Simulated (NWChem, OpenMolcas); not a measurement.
## How basis sets differ on SnNH2F (SMILES [NH2][Sn][F])

SnNH2F has 5 atoms, charge 0, and is taken as a singlet. SMILES: `[NH2][Sn][F]`. The coordinates come from a PBE0-D4/def2-TZVP relaxation. This is one conformer, not always the lowest.

Quantity: the HOMO–LUMO gap, in eV. The values are calculated.

```tsv
level	kind	program	value (eV)	CPU time
HF/ANO-R0 (sfX2C)	Hartree–Fock	OpenMolcas	10.36	7 s
HF/ANO-RCC-MB (DKH2)	Hartree–Fock	OpenMolcas	10.64	5 s
HF/STO-3G	Hartree–Fock	NWChem	10.95	4.4 s
HF/3-21G	Hartree–Fock	NWChem	10.48	8.6 s
HF/def2-SVP (core potential)	Hartree–Fock	NWChem	10.90	8.9 s
HF/def2-SVPD (core potential)	Hartree–Fock	NWChem	10.82	18 s
```

All-electron rows without a relativistic Hamiltonian named are non-relativistic, while core potentials hold scalar relativity, so basis and relativity change together. The values span 10.36 to 10.95 eV. A Hartree–Fock LUMO above zero doesn't converge with the basis: it sinks as sets grow more diffuse. Orbital gaps aren't excitation energies. Times are those of the runs behind each value, whatever else they computed, on shared processors of several kinds: orders of magnitude only.

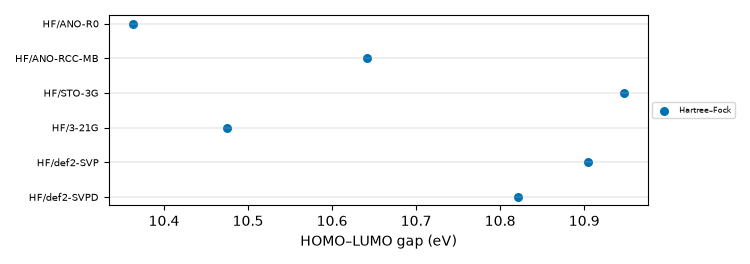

The values of the table, level by level.
